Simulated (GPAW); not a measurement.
## Property calculation of InBH$_{2}$F$_{2}$

The run: property calculation of InBH$_{2}$F$_{2}$, SMILES F[BH][InH][F]. Method and program: vdW-DF/plane waves, scalar-relativistic datasets (GPAW 26.7.0).

The geometry comes from this level: GFN2-xTB.

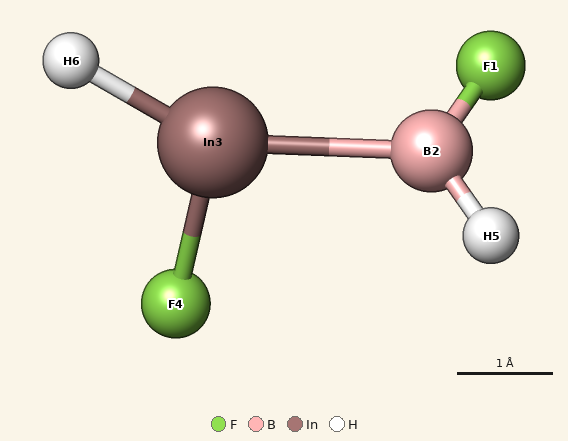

Fig. 1: The structure as given in the input (ball-and-stick view, seen at a tilt; atoms are numbered from 1 in the order of the input). Sticks mark near contacts.

### Input (sp.py)
```python
import numpy as np
from ase.io import read
from ase.units import Debye
from gpaw import GPAW, PW

# Geometry
system = read('run.xyz')
system.set_cell([14.0, 14.0, 14.0])
system.center()

# DFT calculator
calculator = GPAW(mode=PW(340),
                  xc={'name': 'vdW-DF', 'backend': 'libvdwxc'},
                  maxiter=150,
                  txt='-')
system.calc = calculator

energy = system.get_potential_energy()
print(f'Energy = {energy:.5f} eV')
dipole = system.get_dipole_moment() / Debye
print(f'Dipole = {np.linalg.norm(dipole):.3f} D')
```

### File run.xyz
```
6

F     -1.479200     1.616320    -0.022020
B     -0.377560     1.110570    -0.488820
In     0.500500    -0.685260     0.652960
F      0.265430    -2.100140    -0.722040
H     -0.006410     1.473520    -1.542110
H      1.097240    -1.415000     2.122030
```

Hardware: 1 thread of Arm Neoverse V1, 24 GiB of memory available, shared host.

Run as:
```bash
python3 -u sp.py | tee sp.out
```

### Output
```
__  _  _
 | _ |_)|_||  |
 |__||  | ||/\| - 26.7.0

units:  Angstrom and eV
cores:  1
OpenMP: False

Versions:
  Python: 3.12.14
  ASE:    3.29.0
  Numpy:  2.5.5
  Scipy:  1.18.1
  Libxc:  7.0.0

        _gpaw.cpython-312-aarch64-linux-gnu.so

Input parameters:
  mode=PW(ecut=340.0),
  maxiter=150,
  xc=XC(name='vdW-DF', backend='libvdwxc')

Diagonalizing LCAO Hamiltonian
Converting LCAO to pw mode
          .---------------------------------.
         /|                                 |
        / |                                 |
       /  |                                 |
      /   |                                 |
     /    |                                 |
    /     |                                 |
   /      |                                 |
  /       |                                 |
 *        |                                 |
 |        |                                 |
 |        |                                 |
 |        |          F   H                  |
 |        |            BIn                  |
 |        |             H                   |
 |        |           F                     |
 |        |                                 |
 |        .---------------------------------.
 |       /                                 /
 |      /                                 /
 |     /                                 /
 |    /                                 /
 |   /                                 /
 |  /                                 /
 | /                                 /
 |/                                 /
 *---------------------------------*

Atoms  # Å, Bohr magnetons
|   | symbol |        x |        y |        z |    initial magnetic moments |
|---|--------|----------|----------|----------|-----------------------------|
| 0 |      F | 5.711780 | 8.858230 | 6.688020 | ( 0.0000,  0.0000,  0.0000) |
| 1 |      B | 6.813420 | 8.352480 | 6.221220 | ( 0.0000,  0.0000,  0.0000) |
| 2 |     In | 7.691480 | 6.556650 | 7.363000 | ( 0.0000,  0.0000,  0.0000) |
| 3 |      F | 7.456410 | 5.141770 | 5.988000 | ( 0.0000,  0.0000,  0.0000) |
| 4 |      H | 7.184570 | 8.715430 | 5.167930 | ( 0.0000,  0.0000,  0.0000) |
| 5 |      H | 8.288220 | 5.826910 | 8.832070 | ( 0.0000,  0.0000,  0.0000) |

Unit cell  # Å
| periodic |         x |         y |         z |   lengths |    angles |
|----------|-----------|-----------|-----------|-----------|-----------|
|       no | 14.000000 |  0.000000 |  0.000000 | 14.000000 | 90.000000 |
|       no |  0.000000 | 14.000000 |  0.000000 | 14.000000 | 90.000000 |
|       no |  0.000000 |  0.000000 | 14.000000 | 14.000000 | 90.000000 |

Number of symmetries: 1
Symmetry operations  # r_c * U_cc + t_c -> r_c
|   | kind |            matrix            |
|---|------|------------------------------|
| 0 |  E   |  1, 0, 0,  0, 1, 0,  0, 0, 1 |

BZ-sampling:
  Number of BZ points: 1
  Number of IBZ points: 1

  Monkhorst-Pack size: [1, 1, 1]
  Monkhorst-Pack shift: [0, 0, 0]

K-points  # in reciprocal-cell coordinates
|   |                                coordinates |     weight |
|---|--------------------------------------------|------------|
| 0 | (  0.00000000,   0.00000000,   0.00000000) | 1.00000000 |

Plane wave coefficients: 19564
Cutoff: 340.0 eV

Spin-components: 1 (collinear spins)
Bands:           23
Projectors:      27
Spin-degeneracy: 2
Datatype:        float64

  Storage: CPU
  Wave functions: 7_199_552 bytes (7_199_552 per core)
  Projectors: 10_642_816 bytes (10_642_816 per core)

Parallelization:
  kpt:    1
  domain: 1
  band:   1

Density:
  Valence electrons: 32.0
  Components: 1
  Grid points: [60 60 60]
  Charge: 0.0  # |e|

Potential:
  Grid points: [60 60 60]

species:
  F:
    name:    Fluorine
    Z:       9.0
    valence: 7
    core:    2
    charge:  0.0  # [|e|]
    file:    F.revPBE.gz
    compensation charges:
      type: gauss
      rc: 0.20  # [Å]
      lmax: 2
    cutoffs:
      filter: 1.14  # [Å]
      core: 0.74  # [Å]
    projectors
    | kind |    occ | energy [eV] | rcut [Å] |
    |------|--------|-------------|----------|
    |   2s |  2.000 |     -29.933 |    0.635 |
    |   2p |  5.000 |     -11.043 |    0.635 |
    |    s |        |      -2.721 |    0.635 |
    |    p |        |      16.168 |    0.635 |
    |    d |        |       0.000 |    0.635 |

    Using partial waves for F as LCAO basis

  B:
    name:    Boron
    Z:       5.0
    valence: 3
    core:    2
    charge:  0.0  # [|e|]
    file:    B.revPBE.gz
    compensation charges:
      type: gauss
      rc: 0.20  # [Å]
      lmax: 2
    cutoffs:
      filter: 1.14  # [Å]
      core: 1.38  # [Å]
    projectors
    | kind |    occ | energy [eV] | rcut [Å] |
    |------|--------|-------------|----------|
    |   2s |  2.000 |      -9.465 |    0.635 |
    |   2p |  1.000 |      -3.568 |    0.635 |
    |    s |        |      17.746 |    0.635 |
    |    p |        |      23.644 |    0.635 |
    |    d |        |       0.000 |    0.635 |

    Using partial waves for B as LCAO basis

  In:
    name:    Indium
    Z:       49.0
    valence: 13
    core:    36
    charge:  0.0  # [|e|]
    file:    In.revPBE.gz
    compensation charges:
      type: gauss
      rc: 0.36  # [Å]
      lmax: 2
    cutoffs:
      filter: 2.09  # [Å]
      core: 2.48  # [Å]
    projectors
    | kind |    occ | energy [eV] | rcut [Å] |
    |------|--------|-------------|----------|
    |   5s |  2.000 |      -8.129 |    1.185 |
    |   5p |  1.000 |      -2.456 |    1.244 |
    |   4d | 10.000 |     -18.611 |    1.148 |
    |    s |        |      19.083 |    1.185 |
    |    p |        |      24.755 |    1.244 |
    |    d |        |       8.601 |    1.148 |

    Using partial waves for In as LCAO basis

  H:
    name:    Hydrogen
    Z:       1.0
    valence: 1
    core:    0
    charge:  0.0  # [|e|]
    file:    H.revPBE.gz
    compensation charges:
      type: gauss
      rc: 0.15  # [Å]
      lmax: 2
    cutoffs:
      filter: 0.85  # [Å]
      core: 0.53  # [Å]
    projectors
    | kind |    occ | energy [eV] | rcut [Å] |
    |------|--------|-------------|----------|
    |   1s |  1.000 |      -6.547 |    0.476 |
    |    s |        |      20.664 |    0.476 |
    |    p |        |       0.000 |    0.476 |

    Using partial waves for H as LCAO basis

Reference energy: -166109.294993  # eV

eigensolver:
  PPCG
  Converge bands: occupied
  niter=2

density mixing:
  MSR1-Mixer
  Pratt-step length: 0.05
  Maximum mixing coefficient: 0.75
  Old densities: 10
  SVD Regularization: 0.005
  Good broyden scale: 1.0
  Trust region scale: 1.0
  Backstep threshold: 4.0
  History deletion threshold: 6.0
  Fourier metric: weight=20.0, sigma=0.015

occupation numbers:
  # Zero width

poisson solver:
  ecut: 2720.0  # eV

xc functional:
  name: vdW-DF with libvdwxc
  Mode: serial
  Semilocal: GGA_X_PBE_R+LDA_C_PW with 2 nearest neighbor stencil
  Local blocksize: 120 x 120 x 120
  PAW datasets: revPBE

Initialization done in: 3.353 s

convergence criteria:
- Maximum [total energy] change in last 3 cyles: 0.0005 eV / valence electron
- Maximum integral of absolute [dens]ity change: 0.0001 electrons / valence electron
- Maximum integral of absolute [eigenst]ate change: 4e-08 eV^2 / valence electron
maximum number of iterations: 150

SCF iterations
|iter     |     time |      energy | eigst |  dens |
|---------|----------|-------------|-------|-------|
|iter:   1| 00:00:04 |  -92.707244 | -0.05 |       |
|iter:   2| 00:00:07 |  -92.322658 | -1.65 | -0.90 |
|iter:   3| 00:00:11 |  -90.381099 | -0.91 | -0.93 |
|iter:   4| 00:00:14 |  -90.370324 | -1.96 | -1.59 |
|iter:   5| 00:00:17 |  -90.374729c| -2.99 | -2.09 |
|iter:   6| 00:00:20 |  -90.373403c| -3.53 | -2.39 |
|iter:   7| 00:00:23 |  -90.373578c| -4.75 | -2.88 |
|iter:   8| 00:00:27 |  -90.373585c| -5.89 | -3.44 |
|iter:   9| 00:00:30 |  -90.373585c| -6.84 | -4.02c|
|iter:  10| 00:00:34 |  -90.373585c| -7.86c| -4.45c|

Converged in 10 steps
SCF loop duration: 30.852 s (3.085 s/step)
Energy contributions relative to reference atoms: (reference = -166109.294993)

Energy contributions:
  Kinetic:          17.617766
  Coulomb:         -11.463708
  Zero:              0.814636
  External:          0.000000
  Xc:              -97.342280
  Entropy:           0.000000
  Spinorbit:         0.000000
  ----------------------------
  Free energy:     -90.373585
  Extrapolated:    -90.373585

dipole moment: (0.111733, 0.626777, 0.306706)  # |e|*Ang

Fermi level: -4.781
Eigenvalues  # (at kpt = [0.000, 0.000, 0.000])
| band index |      eig [eV] | occ [0-2] |
|------------|---------------|-----------|
|          0 |       -32.076 |     2.000 |
|        ... |               |           |
|          8 |       -12.196 |     2.000 |
|          9 |       -11.951 |     2.000 |
|         10 |       -11.170 |     2.000 |
|         11 |        -9.859 |     2.000 |
|         12 |        -8.084 |     2.000 |
|         13 |        -7.882 |     2.000 |
|         14 |        -7.691 |     2.000 |
|         15 |        -6.435 |     2.000 |
|         16 |        -3.126 |     0.000 |
|         17 |        -2.263 |     0.000 |
|         18 |        -1.317 |     0.000 |
|         19 |        -0.584 |     0.000 |
|         20 |        -0.491 |     0.000 |
|         21 |         0.051 |     0.000 |
|         22 |         0.172 |     0.000 |

Gap: 3.309 eV
Transition (v -> c):
  (s=0, k=0, n=15, [0.00, 0.00, 0.00]) -> (s=0, k=0, n=16, [0.00, 0.00, 0.00])
No difference between direct/indirect transitions
vacuum-level: 0.225  # V
Energy = -90.37359 eV
Dipole = 3.394 D
```

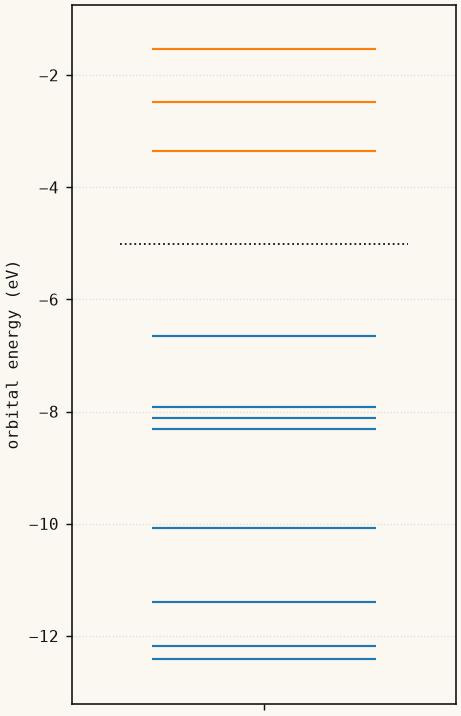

Fig. 2: Orbital energies near the frontier; the dotted line parts filled from empty levels, and levels within 0.02 eV of each other stand side by side. Highest filled −6.66 eV, lowest empty −3.35 eV, 3.31 eV apart.

### Key numbers

```json
{"quantity": "outcome", "value": "converged"}
{"quantity": "energy relative to the program's reference atoms", "value": "−90.3736 eV"}
{"quantity": "HOMO", "value": "−6.66 eV"}
{"quantity": "LUMO", "value": "−3.35 eV"}
{"quantity": "dipole moment", "value": "3.39 D"}
{"quantity": "wall time", "value": "35 s"}
{"quantity": "peak memory", "value": "0.88 GiB"}
```
